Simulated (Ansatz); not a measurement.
Input

```
crystal:
  lattice:
    - [2.12500024, -6.93027035, 0.0]
    - [2.12500024, 6.93027035, 0.0]
    - [0.0, 0.0, 9.99631902]
  atoms:
    - { symbol: Nb, position: [0.24833173, 0.75166827, 0.75] }
    - { symbol: Nb, position: [0.75166827, 0.24833173, 0.25] }
    - { symbol: Sn, position: [0.0, 0.0, 0.0] }
    - { symbol: Sn, position: [0.0, 0.0, 0.5] }
    - { symbol: Sb, position: [0.91420705, 0.08579295, 0.75] }
    - { symbol: Sb, position: [0.08579295, 0.91420705, 0.25] }
    - { symbol: Sb, position: [0.36843838, 0.63156162, 0.05809459] }
    - { symbol: Sb, position: [0.63156162, 0.36843838, 0.94190541] }
    - { symbol: Sb, position: [0.36843838, 0.63156162, 0.44190541] }
    - { symbol: Sb, position: [0.63156162, 0.36843838, 0.55809459] }
kpoints:
  mp_grid: { grid: [6, 6, 2] }
hamiltonian:
  xc: pbesol
scf:
  occupations: { method: fermi_dirac, width: 0.03 }
relax:
  f_tol: 0.01
  cell: {}
  max_steps: 120
output:
  write_density: true
  write_potential: true
  elf: true
  volumetric_format: npy
```

Launched as:

```sh
ansatz run input.yaml --threads 4 --pin off --max-ram 4608MiB --backend cpu --events-out ev --progress --plain --runs-dir out
```

Below, planes, directions and counts refer to the conventional cell (a = 3.65 Å, b = 15.09 Å, c = 9.34 Å, α = 90.00°, β = 90.00°, γ = 90.00°).

The fields are those of the run's last geometry, not of the input's.

Space group Cmcm; a structure from a database of computed crystals, not necessarily the ambient phase; started from the NaFeF3-63 prototype, which need not be the ambient phase.

Method: DFT, PBEsol, plane waves, PAW in Ansatz.

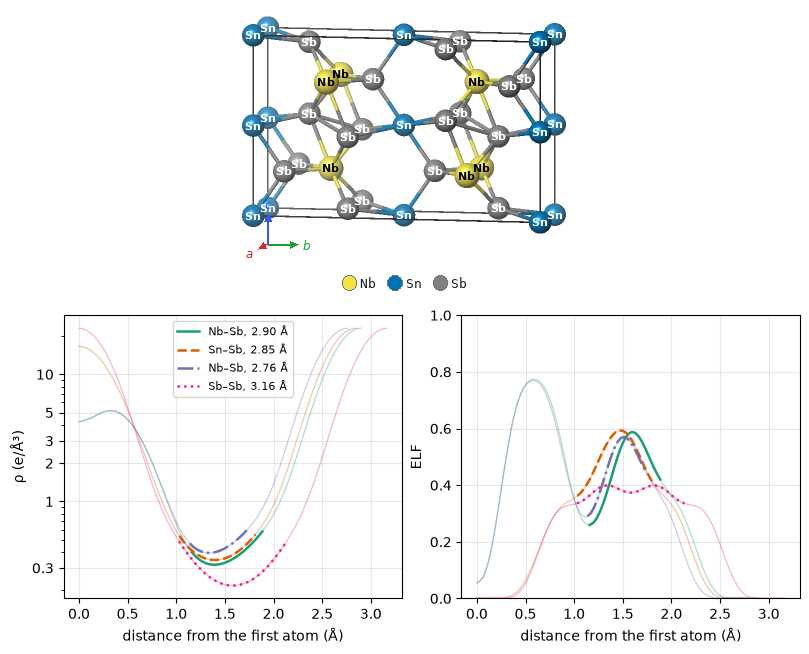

NbSnSb3. Valence electron density and ELF along straight lines between neighbouring atoms. Thin, pale parts lie inside the atomic spheres. The structure is drawn too.

In a PAW calculation such maps are meaningful between the atoms, not at the nuclei.

Q: Compare the contacts.

A: Nb–Sb (2.90 Å): ρ is about 0.32 e/Å³ halfway; the ELF is about 0.50 at the midpoint.
Sn–Sb (2.85 Å): the density is about 0.35 e/Å³ at the midpoint; the ELF reaches about 0.60 near the midpoint.
Nb–Sb (2.76 Å): the density is about 0.4 e/Å³ at the midpoint; the ELF is about 0.50 at the midpoint.
Sb–Sb (3.16 Å): the density is about 0.22 e/Å³ at the midpoint; the ELF is about 0.35 at the midpoint.
